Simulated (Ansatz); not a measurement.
# Mo wire along [110], 17 atoms a period: bands along the axis, part 2 of 2

What gap, if any, does the Mo wire along [110], 17 atoms a period have, and how many channels would it open?

Ansatz 0.2.0; DFT PBE, plane waves, PAW; relaxation of a wire's period; PAW set soft_1 (the session's first sound run).

So far: The starting structure; Relaxing the period.

## (2) Relaxing the period (continued)

The steps of the relaxation:

| step | energy less that of the first step (eV) | largest force component (eV/Å) | pressure (GPa) | volume (Å³) |
| --- | --- | --- | --- | --- |
| 1 | 0.0000 | 4.5051 | -6.85 | 922.75 |
| 2 | -4.2452 | 2.7647 | -3.72 | 903.27 |
| 3 | -5.7203 | 0.8221 | 0.25 | 886.87 |
| 4 | -5.9189 | 0.4193 | -0.16 | 875.34 |
| 5 | -5.9223 | 0.2128 | -0.18 | 886.16 |
| 6 | -5.9349 | 0.1708 | 0.17 | 877.19 |
| 7 | -5.9574 | 0.0581 | 0.06 | 881.80 |
| 8 | -5.9582 | 0.0987 | 0.03 | 883.13 |
| 9 | -5.9599 | 0.0209 | 0.00 | 882.69 |
| 10* | -5.9571 | 0.0206 | 0.00 | 882.69 |

Relaxation steps marked * repeat the geometry before them on a plane-wave basis chosen anew for their cell, so energy and pressure can jump there.

Forces are held to the 8 operations that the run works with; a distortion that breaks them can't arise in this run.

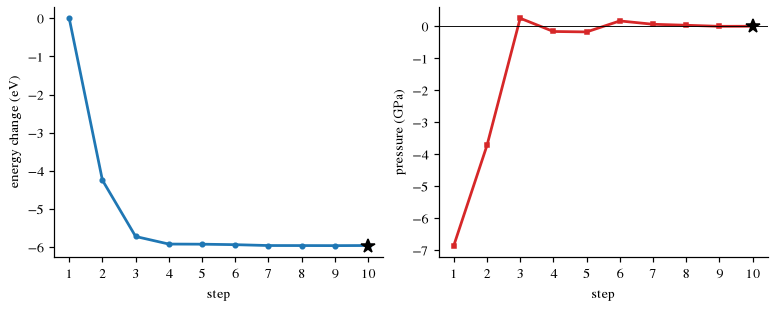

Energy and pressure along the relaxation. Stars mark steps on a basis chosen anew.

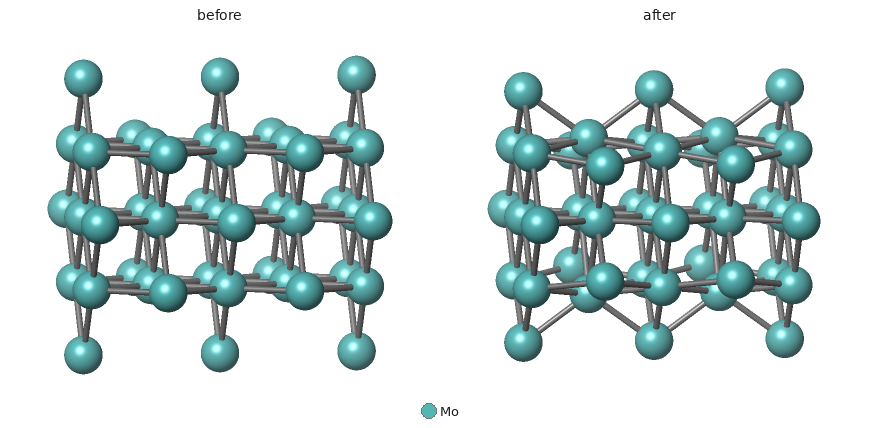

The structure before and after the relaxation, drawn at the same scale.

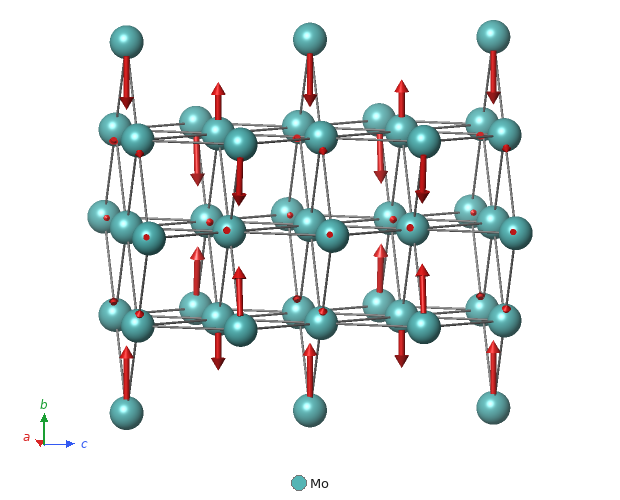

Displacements in the relaxation, exaggerated, measured against the changing cell; the longest in the cell stands for 0.40 Å. 1×1×2 cells are drawn. Some periodic images of atoms are drawn too.

| cell as run | before | after | change |
| --- | --- | --- | --- |
| c (Å) | 4.469 | 4.275 | -4.3 % |

The atoms that moved most (Å, along periodic axes as changes of fractional coordinates times the final cell, across vacuum about the mean position):

| atom | dx | dy | dz | length |
| --- | --- | --- | --- | --- |
| Mo4 | 0.000 | -0.404 | 0.000 | 0.404 |
| Mo16 | 0.000 | 0.404 | 0.000 | 0.404 |
| Mo13 | -0.064 | 0.370 | 0.000 | 0.375 |
| Mo7 | 0.064 | 0.370 | 0.000 | 0.375 |
| Mo8 | 0.064 | -0.370 | 0.000 | 0.375 |
| Mo14 | -0.064 | -0.370 | 0.000 | 0.375 |
| Mo10 | 0.000 | -0.284 | 0.000 | 0.284 |
| Mo11 | 0.000 | 0.284 | 0.000 | 0.284 |

The relaxed structure:

```cif
data_structure
_symmetry_space_group_name_H-M 'P 1'
_symmetry_Int_Tables_number 1
_cell_length_a 13.1200
_cell_length_b 15.7380
_cell_length_c 4.2749
_cell_angle_alpha 90.000
_cell_angle_beta 90.000
_cell_angle_gamma 90.000
_cell_volume 882.69
loop_
_atom_site_label
_atom_site_type_symbol
_atom_site_fract_x
_atom_site_fract_y
_atom_site_fract_z
_atom_site_occupancy
Mo1 Mo 0.26106 0.49999 0.00000 1
Mo2 Mo 0.37666 0.63917 0.00000 1
Mo3 Mo 0.50000 0.49999 0.00000 1
Mo4 Mo 0.50000 0.75828 0.00000 1
Mo5 Mo 0.62334 0.63917 0.00000 1
Mo6 Mo 0.73894 0.49999 0.00000 1
Mo7 Mo 0.26402 0.38150 0.50000 1
Mo8 Mo 0.26402 0.61849 0.50000 1
Mo9 Mo 0.38262 0.49999 0.50000 1
Mo10 Mo 0.50000 0.33999 0.50000 1
Mo11 Mo 0.50000 0.66000 0.50000 1
Mo12 Mo 0.61738 0.49999 0.50000 1
Mo13 Mo 0.73598 0.38150 0.50000 1
Mo14 Mo 0.73598 0.61849 0.50000 1
Mo15 Mo 0.37666 0.36082 0.00000 1
Mo16 Mo 0.50000 0.24171 0.00000 1
Mo17 Mo 0.62334 0.36082 0.00000 1
```

This step gave:

```
energy at zero smearing    : -84227.7471 eV
cell length along the wire : 4.275 Å
```

The cell's length comes to 4.275 Å with spin left out.

## (3) The wire at its relaxed period

This step: DFT PBE, plane waves, PAW; bands of a perfect wire; PAW set soft_1 (Ansatz 0.2.0).

At the relaxed period the bands are computed along the axis; those that cross an energy going forward count the channels that a perfect wire would open there.

input.yaml reads:

```yaml
crystal:
  lattice:
    - [13.12, 0.0, 0.0]
    - [0.0, 15.738, 0.0]
    - [0.0, 0.0, 4.2748720634]
  atoms:
    - { symbol: Mo, position: [0.261059357, 0.49999459, 0.0] }
    - { symbol: Mo, position: [0.376662781, 0.639165185, 0.0] }
    - { symbol: Mo, position: [0.5, 0.49999459, 0.0] }
    - { symbol: Mo, position: [0.5, 0.758278155, 0.0] }
    - { symbol: Mo, position: [0.623337219, 0.639165185, 0.0] }
    - { symbol: Mo, position: [0.738940643, 0.49999459, 0.0] }
    - { symbol: Mo, position: [0.264022093, 0.381496971, 0.5] }
    - { symbol: Mo, position: [0.264022093, 0.618492209, 0.5] }
    - { symbol: Mo, position: [0.382620786, 0.49999459, 0.5] }
    - { symbol: Mo, position: [0.5, 0.33998634, 0.5] }
    - { symbol: Mo, position: [0.5, 0.66000284, 0.5] }
    - { symbol: Mo, position: [0.617379214, 0.49999459, 0.5] }
    - { symbol: Mo, position: [0.735977907, 0.381496971, 0.5] }
    - { symbol: Mo, position: [0.735977907, 0.618492209, 0.5] }
    - { symbol: Mo, position: [0.376662781, 0.360823995, 0.0] }
    - { symbol: Mo, position: [0.5, 0.241711025, 0.0] }
    - { symbol: Mo, position: [0.623337219, 0.360823995, 0.0] }
kpoints:
  mp_grid: { grid: [1, 1, 19] }
  band_path: { path: ["Γ", Z], npoints: 90 }
scf:
  occupations: { method: fermi_dirac, width: 0.05 }
hamiltonian:
  xc: pbe
  pseudopotentials: { kind: paw, azcp: { folder: soft_1 } }
output:
  dos: { e_range: [-5, 4] }
  write_potential: true
  write_density: true
  volumetric_format: npy
```

Command:

```
$ ansatz run input.yaml --threads 4 --pin off --max-ram 16384MiB --backend cpu --events-out ev --progress --plain --runs-dir out
```

Numbers of over 12 decimals in the logs are rounded to 6 here.

The program printed:

```text
[...]
Crystal: 17 atoms, lattice volume = 882.687 Å³
Basis set: ecut = 420 eV, 17213 PW (Γ)
Bands: 143, of which v1, the nominal top of the filled ones, is band 119 counted from 1 (118 counted from 0)
Symmetry: 8 space group operations
[...]
k-points: 10 of 19
[...]
SCF iter   1: F=—  HF=-84245.790663 eV  |F-HF|=—  |Δ(HF+E_count)|=         —  Δρ=5.97e-2  dr2=1.34e2  ethr=3.10e-3  ⟨swp⟩=9.9  Hψ=6917  notcnv=0  defer=1
[...]
SCF iter  12: F=-84227.830178 eV  HF=-84227.830178 eV  |F-HF|=3.78e-10  |Δ(HF+E_count)|=   2.61e-8  Δρ=8.83e-7  dr2=1.15e-8  ethr=4.20e-11  ⟨swp⟩=16.3  Hψ=4754  notcnv=0
SCF 1 converged in 12 iterations: F = -84227.830178 eV  dr2 = 1.15e-8
[...]
NSCF: frozen V_eff on 91 k-points
WARN: The output density's exchange-correlation potential varies sharply where the density is thin. Do not read a vacuum level from v_tot or v_xc, or from such a field of the output density. On a cell that repeats whose density bears no net charge and no dipole along the vacuum's axis use v_es (v_loc + v_h of the components); under efield.dipole_correction with no amplitude use v_es + v_field, which holds any externa [...]
SCF converged after 12 iterations
Free energy (F): -84227.830178 eV
[...]
Internal energy: -84227.655988 eV  (E = F + TS)
E sigma→0 (E₀):  -84227.743083 eV
Entropy (-TS):   -0.174190 eV (-10.246 meV/atom)
Fermi energy:    3.804912 eV
[...]
--- Band table (eV; the first three rows and the last of 10) ---
  k-point 0: bands = [... 115 lower, 3.5437, 3.6742, 3.7381, 3.8810, 4.0204, 4.0645, 4.1704, 4.2312, ... 20 higher]
  k-point 1: bands = [... 115 lower, 3.4930, 3.6986, 3.7685, 3.7880, 3.8775, 4.1541, 4.1880, 4.2375, ... 20 higher]
  k-point 2: bands = [... 115 lower, 3.3901, 3.4588, 3.7890, 3.8592, 3.8672, 4.1876, 4.2332, 4.2429, ... 20 higher]
  k-point 9: bands = [... 115 lower, 3.2751, 3.2813, 3.4281, 3.6703, 3.6725, 3.8762, 3.8982, 3.9132, ... 20 higher]
```

Wall time 2.5 min (4 threads of Arm Neoverse V2, shared host); peak memory 5.9 GiB.

The column dr2 measures how far the density is from self-consistency, as an energy; F and HF (Harris–Foulkes) agree once it is small.

This step gave:

```yaml
energy_at_zero_smearing: -84227.7431 eV
band_gap: 0 eV
```

Electronic bands along the path, in eV, zero at the Fermi level; # counts the bands kept:

| point | #48 | #49 | #50 | #51 | #52 | #53 | #54 | #55 |
| --- | --- | --- | --- | --- | --- | --- | --- | --- |
| Γ | -0.26 | -0.13 | -0.07 | 0.08 | 0.22 | 0.26 | 0.37 | 0.43 |
| Z | -0.55 | -0.53 | -0.39 | -0.16 | -0.14 | 0.07 | 0.13 | 0.15 |

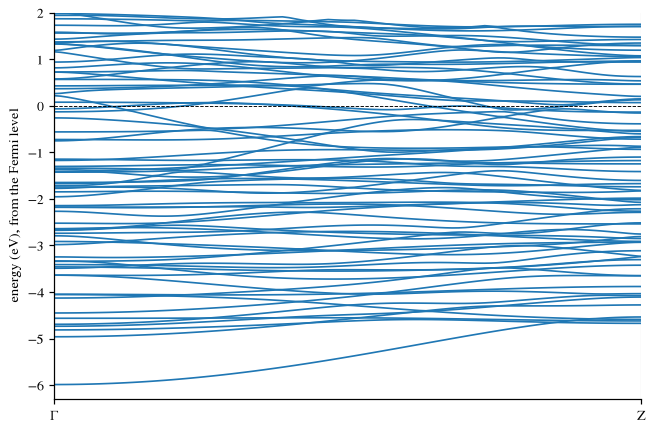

Electronic bands along the path.

Between Γ and Z the bands cross the Fermi level 8 times, so a perfect wire would conduct at least 8 G₀, with spin left out.

## (4) Results

| Quantity | Value |
| --- | --- |
| cell length, PBE | 4.275 Å |
| ballistic conductance by band crossings, a lower bound, PBE | 8 G₀ |

**Reading.** Under PBE the cell's length is 4.27 Å, and the bands cross the Fermi level 8 times between Γ and Z, which gives a perfect wire at least 8 G₀ (opposite crossings within one step of the path cancel in such a count). No spin was allowed, though thin wires with open d shells can turn magnetic.

[Logs are printed without paths, hosts, clocks, repeated set-up lines and the standing remarks that a program may print on its own settings, such as how far it seeks lower states.]

[Hosts, paths, dates, database ids (printed as entryN), source tags and the programs' standing remarks are cut or masked in the printed files.]
